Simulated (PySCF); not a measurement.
# One shape, several levels: C2H6OSi2 (SMILES O[SiH2]C#C[SiH3])

Wanted: a comparison of 6 runs (HF/STO-3G, wB97X/STO-3G, B3LYP/6-31G*, PBE0/def2-SVP, TPSS/def2-SVP, CCSD(T)/6-31G**) of C2H6OSi2. 

The calculation is run with PySCF 2.14.0.

### Step 1. The system as given

C2H6OSi2: 11 atoms, total charge 0, spin state singlet. SMILES: `O[SiH2]C#C[SiH3]`. The shape is that of a PBE0-D4/def2-TZVP optimisation. This is one conformer, not always the lowest.

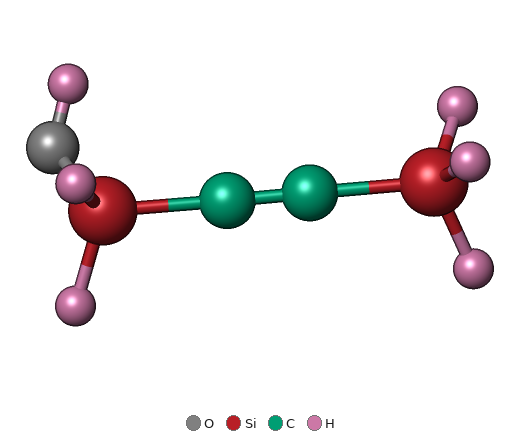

Viewed from a chosen angle; oxygen grey, silicon red, carbon teal, hydrogen pink.

### Step 2. Energy and gradient at HF/STO-3G (run 1)

The input, run.py:

```python
import pyscf.grad
from pyscf import gto, scf

mol = gto.M(
    atom='''
O   -1.914600  -1.887500   1.499100
Si  -0.322800  -1.495300   1.576600
C    0.129400  -0.290300   0.275200
C    0.424700   0.521200  -0.579500
Si   0.872800   1.733000  -1.869700
H   -2.554000  -1.174100   1.512000
H    0.036500  -0.879300   2.878900
H    0.421900  -2.754400   1.369300
H    1.607100   2.861100  -1.246900
H    1.730900   1.073000  -2.883200
H   -0.366600   2.235500  -2.511100
''',
    spin=0,
    verbose=4,
    basis='sto-3g',
    charge=0,
    max_memory=1860,
)

mf = scf.RHF(mol)
mf.conv_tol = 1e-10
mf.kernel()
if not mf.converged:
    mf = mf.newton().run(mf.mo_coeff, mf.mo_occ)

energy = mf.e_tot
print(f'total energy: {energy:.8f} hartree')
grad = mf.Gradients().kernel()
dip = mf.dip_moment()
pop, q = mf.mulliken_pop()
```

Started as:

```sh
OMP_NUM_THREADS=1 python run.py
```

What it wrote:

```text
PySCF version 2.14.0

[... 67 lines left out ...]
converged SCF energy = -723.310027039189
total energy: -723.31002704 hartree
[... 11 lines left out ...]
Dipole moment(X, Y, Z, Debye):  0.14651,  1.30304,  0.02485
[... 12 lines left out ...]
pop of  1 Si 3px          0.60271
pop of  1 Si 3py          0.73835
pop of  1 Si 3pz          0.73655
pop of  2 C 1s            1.99462
pop of  2 C 2s            1.25622
pop of  2 C 2px           1.00551
pop of  2 C 2py           1.01787
pop of  2 C 2pz           1.02318
pop of  3 C 1s            1.99459
pop of  3 C 2s            1.24915
pop of  3 C 2px           0.98229
pop of  3 C 2py           1.02408
pop of  3 C 2pz           1.02626
pop of  4 Si 1s           1.99960
pop of  4 Si 2s           1.98708
pop of  4 Si 3s           1.16639
pop of  4 Si 2px          1.96508
pop of  4 Si 2py          1.96432
pop of  4 Si 2pz          1.96421
pop of  4 Si 3px          0.77486
pop of  4 Si 3py          0.73168
pop of  4 Si 3pz          0.72526
pop of  5 H 1s            0.82006
pop of  6 H 1s            1.16601
pop of  7 H 1s            1.15106
pop of  8 H 1s            1.14746
pop of  9 H 1s            1.14646
pop of  10 H 1s           1.14759
 ** Mulliken atomic charges  **
charge of    0O =     -0.49751
charge of    1Si =      0.92839
charge of    2C =     -0.29740
charge of    3C =     -0.27637
charge of    4Si =      0.72153
charge of    5H =      0.17994
charge of    6H =     -0.16601
charge of    7H =     -0.15106
charge of    8H =     -0.14746
charge of    9H =     -0.14646
charge of   10H =     -0.14759
```

Wall time 5.7 s (1 thread of Intel Xeon at 2.50GHz (Skylake/Cascade Lake), shared host); peak memory 0.12 GiB.

### Step 3. Energy and forces at wB97X/STO-3G (run 2)

The input, calc.py:

```python
# O[SiH2]C#C[SiH3]
import pyscf.grad
from pyscf import gto, dft

mol = gto.Mole()
mol.atom = '''
O       -1.914600      -1.887500       1.499100
Si      -0.322800      -1.495300       1.576600
C        0.129400      -0.290300       0.275200
C        0.424700       0.521200      -0.579500
Si       0.872800       1.733000      -1.869700
H       -2.554000      -1.174100       1.512000
H        0.036500      -0.879300       2.878900
H        0.421900      -2.754400       1.369300
H        1.607100       2.861100      -1.246900
H        1.730900       1.073000      -2.883200
H       -0.366600       2.235500      -2.511100
'''
mol.max_memory = 1860
mol.verbose = 4
mol.basis = 'sto-3g'
mol.spin = 0
mol.build()

mf = dft.RKS(mol, xc='wb97x')
mf.grids.level = 5
mf.conv_tol = 1e-10
mf.kernel()
if not mf.converged:
    mf = mf.newton().run(mf.mo_coeff, mf.mo_occ)

etot = mf.e_tot
print(f'total energy: {etot:.8f} hartree')
grad = mf.Gradients().kernel()
mf.analyze()
```

Started as:

```sh
OMP_NUM_THREADS=1 python calc.py
```

What it wrote:

```text
PySCF version 2.14.0

[... 79 lines left out ...]
total energy: -725.22892468 hartree
[... 17 lines left out ...]
Two-electron Coulomb Energy =          577.847889883039329
[... 6 lines left out ...]
MO #4   energy= -9.98464048425949  occ= 2
[... 4 lines left out ...]
MO #9   energy= -3.53213469518024  occ= 2
[... 4 lines left out ...]
MO #14  energy= -1.04512412845478  occ= 2
[... 4 lines left out ...]
MO #19  energy= -0.459377938272055 occ= 2
[... 4 lines left out ...]
MO #24  energy= -0.312288622533852 occ= 2
[... 4 lines left out ...]
MO #29  energy= 0.265618094304105  occ= 0
[... 4 lines left out ...]
MO #34  energy= 0.458883137956439  occ= 0
[... 4 lines left out ...]
MO #39  energy= 1.15507719381154   occ= 0
[... 14 lines left out ...]
pop of  1 Si 3py          0.78590
pop of  1 Si 3pz          0.79479
pop of  2 C 1s            1.99976
pop of  2 C 2s            1.16888
pop of  2 C 2px           1.00121
pop of  2 C 2py           1.03005
pop of  2 C 2pz           1.03695
pop of  3 C 1s            1.99976
pop of  3 C 2s            1.15405
pop of  3 C 2px           0.98794
pop of  3 C 2py           1.03343
pop of  3 C 2pz           1.03645
pop of  4 Si 1s           1.99999
pop of  4 Si 2s           1.99935
pop of  4 Si 3s           1.11173
pop of  4 Si 2px          1.99804
pop of  4 Si 2py          1.99805
pop of  4 Si 2pz          1.99805
pop of  4 Si 3px          0.81245
pop of  4 Si 3py          0.77637
pop of  4 Si 3pz          0.77095
pop of  5 H 1s            0.85888
pop of  6 H 1s            1.13310
pop of  7 H 1s            1.11554
pop of  8 H 1s            1.10799
pop of  9 H 1s            1.10722
pop of  10 H 1s           1.10832
 ** Mulliken atomic charges  **
charge of    0O =     -0.33203
charge of    1Si =      0.67654
charge of    2C =     -0.23685
charge of    3C =     -0.21163
charge of    4Si =      0.53500
charge of    5H =      0.14112
charge of    6H =     -0.13310
charge of    7H =     -0.11554
charge of    8H =     -0.10799
charge of    9H =     -0.10722
charge of   10H =     -0.10832
Dipole moment(X, Y, Z, Debye): -0.14424,  1.17610,  0.05153
```

Run time: 43 s. Hardware: 1 thread of Intel Xeon at 2.50GHz (Skylake/Cascade Lake), shared host; peak memory 0.44 GiB.

Runs 3 to 5 aren't shown in full; the table further down has their settings and results.

### Step 4. A single-point energy at CCSD(T)/6-31G(d,p) (spherical functions) (run 6)

The input, input.py:

```python
from pyscf import gto, cc

system = gto.M(
    atom='''
O     -1.914600    -1.887500     1.499100
Si    -0.322800    -1.495300     1.576600
C      0.129400    -0.290300     0.275200
C      0.424700     0.521200    -0.579500
Si     0.872800     1.733000    -1.869700
H     -2.554000    -1.174100     1.512000
H      0.036500    -0.879300     2.878900
H      0.421900    -2.754400     1.369300
H      1.607100     2.861100    -1.246900
H      1.730900     1.073000    -2.883200
H     -0.366600     2.235500    -2.511100
''',
    verbose=4,
    max_memory=1860,
    basis='6-31g**',
)

mf = system.RHF()
mf.conv_tol = 1e-10
mf.kernel()
if not mf.converged:
    mf = mf.newton().run(mf.mo_coeff, mf.mo_occ)

mycc = cc.CCSD(mf, frozen=13)
mycc.kernel()
e_t = mycc.ccsd_t()
energy = mycc.e_tot + e_t
print('E = %.10f Eh' % energy)
dip = mf.dip_moment()
pop, q = mf.mulliken_pop()
```

Started as:

```sh
OMP_NUM_THREADS=1 python input.py
```

What it wrote:

```text
PySCF version 2.14.0

[... 69 lines left out ...]
converged SCF energy = -731.932179782317
[... 12 lines left out ...]
Init t2, MP2 energy = -732.544144416934  E_corr(MP2) -0.611964634617519
[... 12 lines left out ...]
CCSD converged
[... 3 lines left out ...]
Dipole moment(X, Y, Z, Debye): -0.29408,  1.58600, -0.03788
[... 81 lines left out ...]
pop of  5 H 2px           0.01722
pop of  5 H 2py           0.01800
pop of  5 H 2pz           0.01002
pop of  6 H 1s            0.50670
pop of  6 H 2s            0.68342
pop of  6 H 2px           0.00047
pop of  6 H 2py           0.00111
pop of  6 H 2pz           0.00450
pop of  7 H 1s            0.50662
pop of  7 H 2s            0.66623
pop of  7 H 2px           0.00149
pop of  7 H 2py           0.00441
pop of  7 H 2pz           0.00026
pop of  8 H 1s            0.50114
pop of  8 H 2s            0.65713
pop of  8 H 2px           0.00159
pop of  8 H 2py           0.00344
pop of  8 H 2pz           0.00116
pop of  9 H 1s            0.50096
pop of  9 H 2s            0.65569
pop of  9 H 2px           0.00209
pop of  9 H 2py           0.00130
pop of  9 H 2pz           0.00281
pop of  10 H 1s           0.50110
pop of  10 H 2s           0.65782
pop of  10 H 2px          0.00415
pop of  10 H 2py          0.00081
pop of  10 H 2pz          0.00122
 ** Mulliken atomic charges  **
charge of    0O =     -0.76228
charge of    1Si =      1.02626
charge of    2C =     -0.25101
charge of    3C =     -0.23649
charge of    4Si =      0.72860
charge of    5H =      0.36253
charge of    6H =     -0.19620
charge of    7H =     -0.17901
charge of    8H =     -0.16446
charge of    9H =     -0.16285
charge of   10H =     -0.16509
```

Wall time 94 s (1 thread of Intel Xeon at 2.50GHz (Skylake/Cascade Lake), shared host); peak memory 0.77 GiB.

### Step 5. All runs side by side

| run | level | integration grid | Cartesian functions | energy (Eh) | dipole moment (D) of the reference | HOMO energy (eV) | LUMO energy (eV) | wall time |
| --- | --- | --- | --- | --- | --- | --- | --- | --- |
| 1 | HF/STO-3G | – | no | -723.310027 | 1.31 | -8.21 | 9.58 | 5.7 s |
| 2 | wB97X/STO-3G | 5 | no | -725.228925 | 1.19 | -7.03 | 6.94 | 43 s |
| 3 | B3LYP/6-31G* (Cartesian functions) | 5 | yes | -734.015811 | 1.51 | -7.67 | -0.83 | 87 s |
| 4 | PBE0/def2-SVP | 5 | no | -733.284806 | 1.45 | -8.13 | -0.82 | 77 s |
| 5 | TPSS/def2-SVP | 5 | no | -733.791994 | 1.39 | -6.96 | -1.51 | 2 min |
| 6 | CCSD(T)/6-31G** (spherical functions) | – | no | -732.611159 | 1.61 | -10.67 | 2.83 | 94 s |

### Step 6. Results

| quantity | value |
| --- | --- |
| run 6: total energy | -732.61116 Eh |
| run 6: dipole moment (Hartree–Fock density) | 1.61 D |
| run 6: HOMO energy (Hartree–Fock orbitals) | -10.67 eV |
| run 6: LUMO energy (Hartree–Fock orbitals) | 2.83 eV |
| run 6: HOMO–LUMO gap (Hartree–Fock orbitals) | 13.50 eV |
| run 6: correlation energy (13 core orbitals frozen) | -679.0 mEh |
| run 6: (T) correction | -21.26 mEh |
| run 6: T1 diagnostic | 0.012 |

In words: Over runs 1, 2, 3, 4, 5 the dipole moment (its size) runs from 1.19 D (wB97X/STO-3G) to 1.51 D (B3LYP/6-31G*). The two ends differ in method and basis. Over runs 1, 2, 3, 4, 5 the HOMO–LUMO gap runs from 5.45 eV (TPSS/def2-SVP) to 17.79 eV (HF/STO-3G). Totals of different functionals can't be ranked against each other. In runs 1, 2 the basis is minimal, so the values are rough. All runs together took 7.1 min, the longest 2 min.
